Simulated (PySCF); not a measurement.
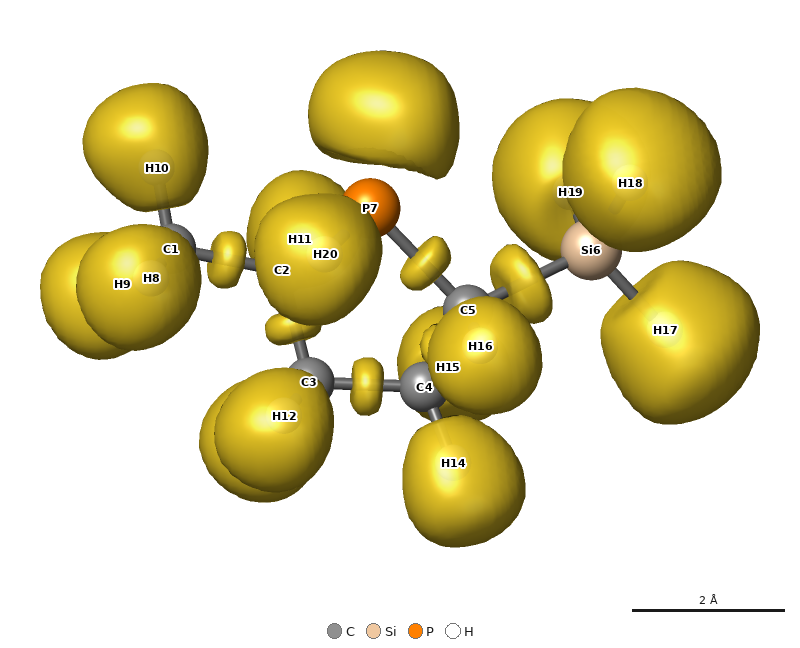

Figure. C$_{5}$H$_{13}$PSi. Isosurface of the ELF at 0.85 (yellow), seen at a tilt. Only the valence region is drawn (cores and ρ < 0.01 e/Å³ removed).

Geometry: GFN2-xTB.

Theory: PBE0/pcSseg-1, SCF density, gas phase, non-relativistic in PySCF 2.14.0.

```xyz
20

C    -2.5824    0.7672   -0.6130
C    -1.1551    0.2397   -0.6086
C    -0.9583   -1.0173    0.2360
C     0.5467   -1.2376    0.3207
C     1.2083    0.1033    0.6668
Si    2.9308    0.3225   -0.1214
P     0.0701    1.4784    0.0728
H    -2.9112    0.9874    0.4016
H    -3.2590    0.0294   -1.0422
H    -2.6498    1.6813   -1.1998
H    -0.8479    0.0281   -1.6420
H    -1.3676   -0.8521    1.2366
H    -1.4669   -1.8773   -0.2049
H     0.8030   -1.9948    1.0636
H     0.9052   -1.5917   -0.6496
H     1.2867    0.2142    1.7522
H     3.7822   -0.8016    0.2789
H     3.5107    1.5843    0.3351
H     2.7742    0.3261   -1.5771
H    -0.6248    1.6212    1.2912
```

**Identify the bonds, lone pairs and shells in this picture.**

The ELF exceeds this value in four regions between bonded C–C atoms (shared pairs), two regions between bonded C–P atoms (shared pairs), one region between bonded C–Si atoms (shared pairs), 13 regions around hydrogen nuclei and one lobe on P, pointing away from the bonds (lone pairs).

Values along the shortest contacts:
C–C (1.52 Å): the ELF peaks at about 0.95 between the atoms; a covalent bond. C–P (1.87 Å): the ELF peaks at about 0.95 between the atoms, as expected for localised, covalent bonding.
